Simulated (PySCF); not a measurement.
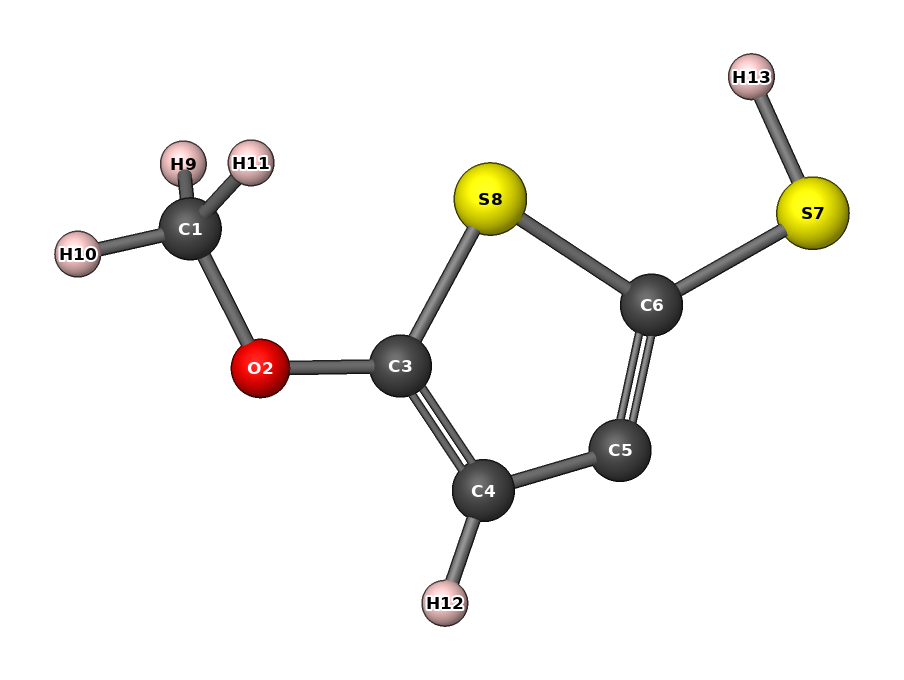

The questions are on Mulliken spin populations. State: neutral, doublet. Computed geometry: GFN2-xTB optimisation. No frequency run is at hand to confirm it as a minimum. Properties computed with UKS B3LYP, pcH-1 on C H O S, non-relativistic (PySCF 2.14.0).

Question: Which atom carries the largest spin population?

Answer: C5 (0.97 e).

Question: Which atom has the lowest spin population?

Answer: C6 (−0.11 e); a negative value comes from spin polarisation.

List the Mulliken spin populations.

```csv
atom,value (e)
C1,0.00
O2,0.00
C3,0.05
C4,−0.04
C5,0.97
C6,−0.11
S7,0.01
S8,0.11
H9,0.00
H10,0.00
H11,0.00
H12,0.01
H13,0.00
```

Mulliken values depend strongly on the basis set.
